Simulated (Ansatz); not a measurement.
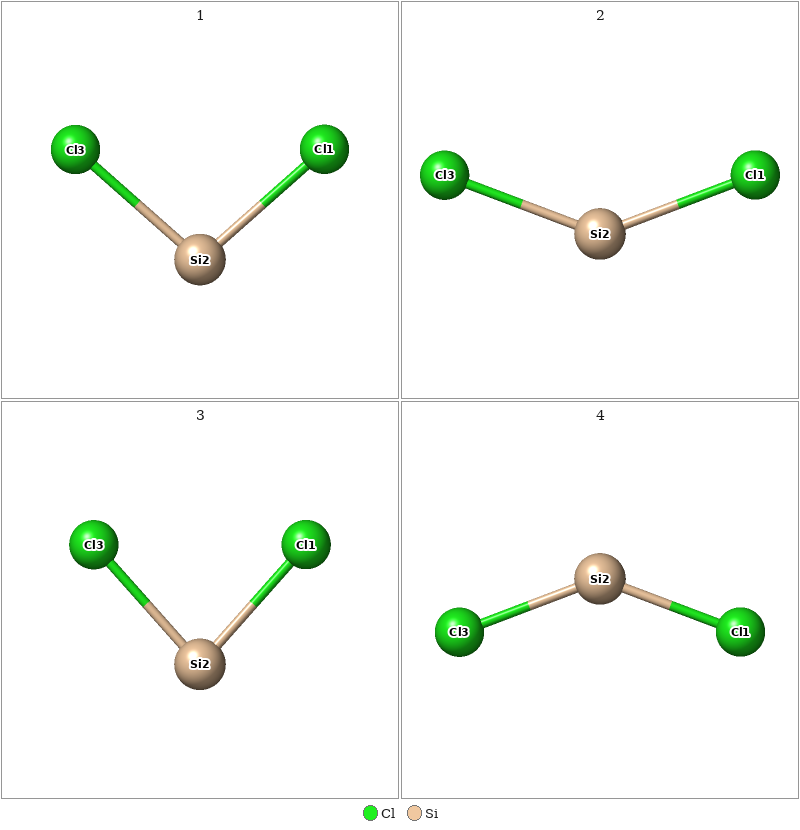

Cl2Si, SMILES Cl[Si]Cl. First axis: angle Cl1–Si2–Cl3 (carried through 180). Second axis: change of the bonds Si2–Cl1, Si2–Cl3, all alike. Nothing is relaxed (all other coordinates rigid). The scan uses a 15 × 15 grid; 120 points were computed and 105 follow by symmetry. Points are written as (first, second). Energies: kJ/mol, counted from the lowest grid point. Theory: Ansatz 0.2.0, RKS PBE0-D4/def2-TZVP.

The numbered pictures are structures from this grid.

Question: Which is the most stable, and how do the others follow?

Answer: 1, at (97.1°, 0.104 Å): 14 kJ/mol; 3, at (83.3°, 0.021 Å): 39 kJ/mol; 2, at (138.6°, 0.104 Å): 87 kJ/mol; 4, at (221.4°, −0.104 Å): 114 kJ/mol.

The map, with the structures marked:

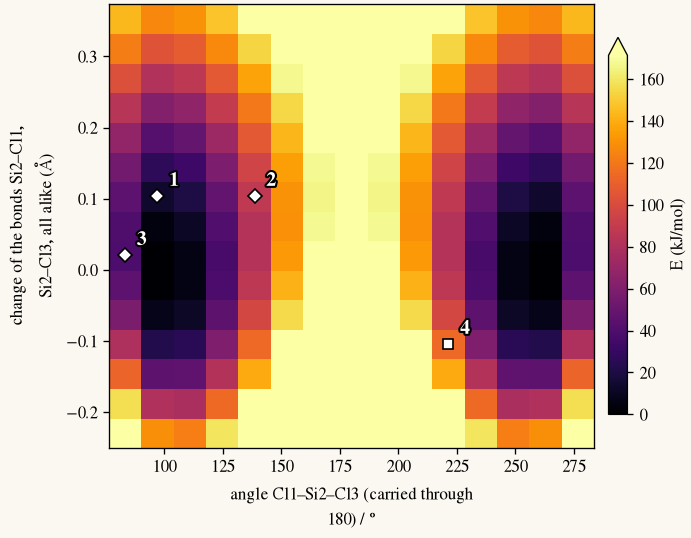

In the figure: one coloured cell a grid point, one colour for all values above the top of the scale.
